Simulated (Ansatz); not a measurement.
## Electronic structure of C$_{2}$H$_{2}$AlF (charge +1, doublet) in real space

The calculation's input:

```
crystal:
  periodic: [false, false, false]
  atoms:
    - {symbol: C, position_ang: [0.256794, -1.078014, 2.508002]}
    - {symbol: C, position_ang: [1.359576, -0.975789, 1.842537]}
    - {symbol: Al, position_ang: [0.133978, -2.157613, 0.884106]}
    - {symbol: F, position_ang: [-0.459405, -3.153172, -0.251890]}
    - {symbol: H, position_ang: [-0.296634, -0.780154, 3.397438]}
    - {symbol: H, position_ang: [2.354176, -0.534324, 1.798023]}
basis:
  gaussian: {orbitals: def2-TZVPD}
output: {forces: true, orbitals: {seedname: orbitals}}
hamiltonian: {xc: pbe0}
magnetization: {spin_polarized: true, initial_magnetization: 1}
total_charge: 1
```

Run with:

```sh
ansatz run input.yaml --threads 2 --pin off --max-ram 4350MiB --events-out events.jsonl --progress --plain --runs-dir runs
```

Geometry: B3LYP-D3(BJ)/6-311G**.

These are results of isolated molecule in a Gaussian basis; Kohn-Sham density functional theory, functional PBE0 in Ansatz 0.2.0, not measurements.

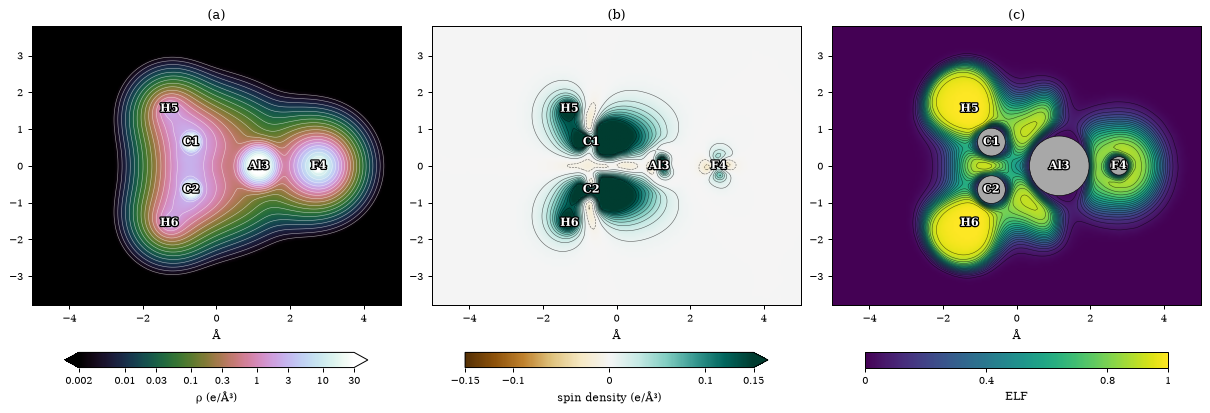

Figure 1. (a) electron density; (b) spin density; (c) electron localisation function on the molecular plane. Grey discs cover the atomic cores in the ELF map.

**What do the fields say about this system?**

- The section cuts through C, Al, F and H sites.
- C–C (1.29 Å): ρ at the midpoint is about 2.5 e/Å³; the ELF peaks at about 0.90 between the atoms: a short, multiple covalent bond.
- Al–F (1.62 Å): ρ is about 1 e/Å³ halfway; the ELF peaks at about 0.80 in the valence shell of F, 0.5 Å from its nucleus, and is about 0.35 at the midpoint.
- C–Al (1.95 Å): the density is about 0.61 e/Å³ at the midpoint; the ELF peaks at about 0.70 in the valence shell of C, 0.8 Å from its nucleus, and is about 0.55 at the midpoint.
- C–H (1.09 Å): ρ is about 2.1 e/Å³ halfway; the ELF climbs to about 1 towards the hydrogen, as it does in any bond to H; a covalent bond by its length.
- The ELF also peaks beside F4, away from the bonds: non-bonding electrons, paired or unpaired.
- The unpaired spin (1 electron) lies mostly on C1 (about 0.3), C2 (about 0.3) and Al3 (about 0.3), in electrons by Hirshfeld's partition.

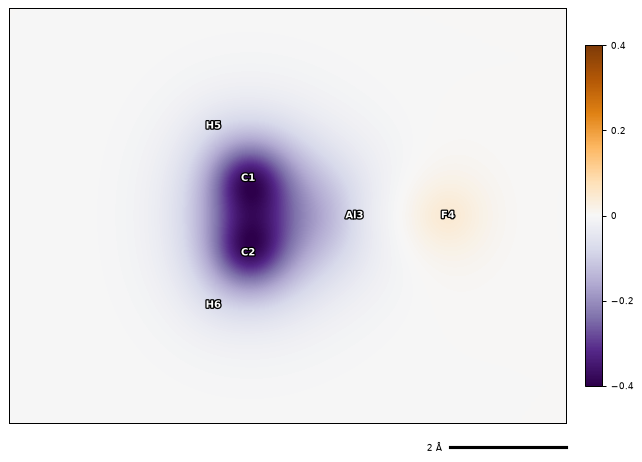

Figure 2. The HOMO−1 (α) on a plane 0.8 Å above the molecular plane (values in Å⁻³ᐟ²; the overall sign is arbitrary).

**Describe this orbital and give its energy.**

It lies mainly on C1 (about 40 %) and C2 (about 40 %); it changes sign across the molecular plane (π type); π-bonding across C1–C2. Its energy is −15.77 eV.

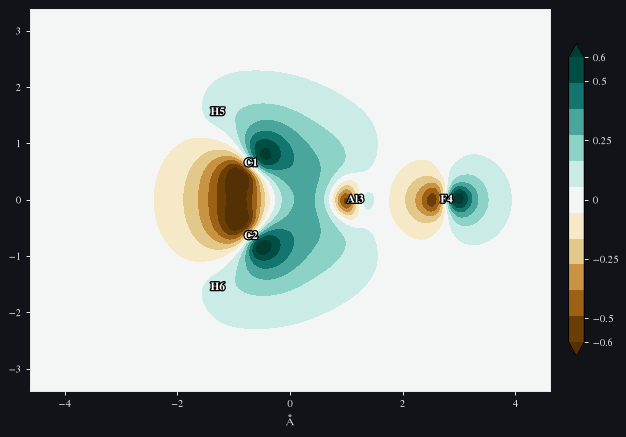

Figure 3. The HOMO−1 (β) on the molecular plane (values in Å⁻³ᐟ²; the overall sign is arbitrary).

**What is the character of this orbital?**

It lies mainly on C1 (about 35 %), C2 (about 35 %), Al3 (about 20 %) and F4 (about 5 %); it is symmetric in the molecular plane (an in-plane orbital: σ, lone-pair or in-plane π type). Its energy is −16.62 eV.
